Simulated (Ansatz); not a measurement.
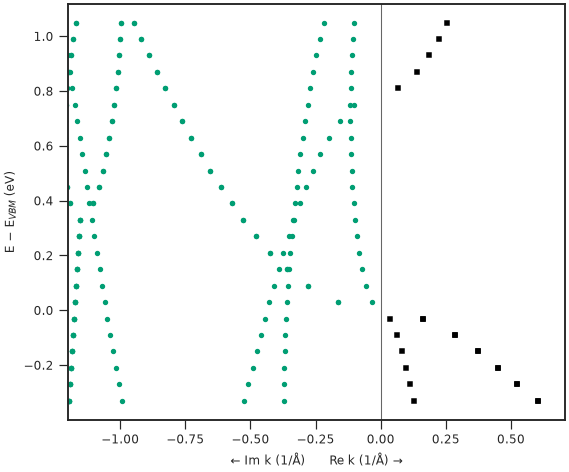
Figure. Complex bands at the centre of the two-dimensional zone; r2SCAN (Ansatz, a first-principles code)

No gap correction and no spin-orbit coupling; mid-gap is the computed energy nearest the middle.

**Question.** This is Cu2O (Pn-3m, 6 atoms a cell, 12.8 Å³ an atom) along the normal of (001). Read off the slowest decay at the centre of the two-dimensional zone at 0.39 eV, the computed energy nearest the middle of the gap.

**Answer.** κ ≈ 0.10 1/Å, a decay length 1/(2κ) of the density of 4.8 Å.
